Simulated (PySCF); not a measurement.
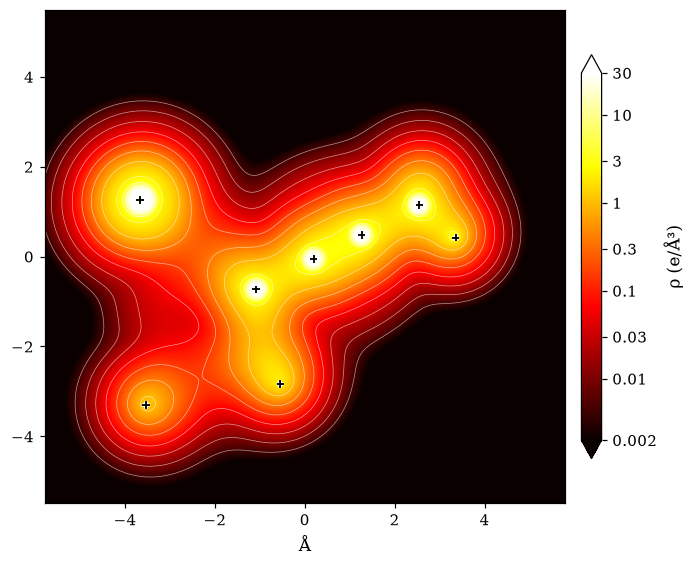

The total electron density on a plane through atoms (crosses mark nuclei in the plane).

The calculation used PySCF 2.14.0, PBE0/pcSseg-1, SCF density, gas phase, non-relativistic.

Candidates:
A. C5H9ClOSi2
B. C6H10O
C. F3H3OSi2

Which candidate gave the map?

Candidate A: C5H9ClOSi2 on the plane of atoms C2, C1 and H10, which holds C, Cl and H. C–C (1.20 Å): ρ at the midpoint is about 2.7 e/Å³.
